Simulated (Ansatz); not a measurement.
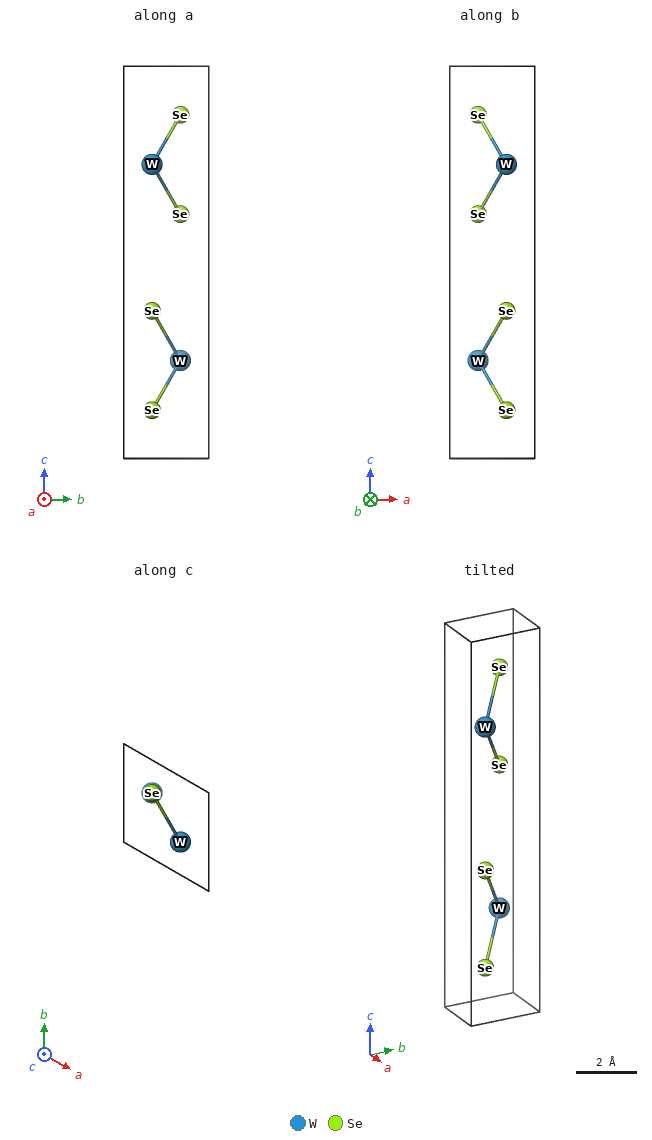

This ball-and-stick model is shown along the a axis, along the b axis, along the c axis and slightly off an axis. The lines enclose the conventional unit cell; boundary atoms appear with their images.

Lattice parameters: a = 3.300 Å, b = 3.300 Å, c = 13.149 Å, α = 90.00°, β = 90.00°, γ = 120.00°.

From the views, write a table of Wyckoff sites, with free fractional coordinates to two decimals.

Answer. Space group P6_3/mmc (No. 194).
```json
{"atom": "W", "site": "2c", "x": "0.3333", "y": "0.6667", "z": "0.25"}
{"atom": "Se", "site": "4f", "x": "0.6667", "y": "0.3333", "z": "0.38"}
```

The structure was taken from a structure type filled with these elements by a generator (whether the compound takes this form wasn't checked). Earlier steps of the study may have refined or changed the cell and positions. It went into a calculation with Ansatz.
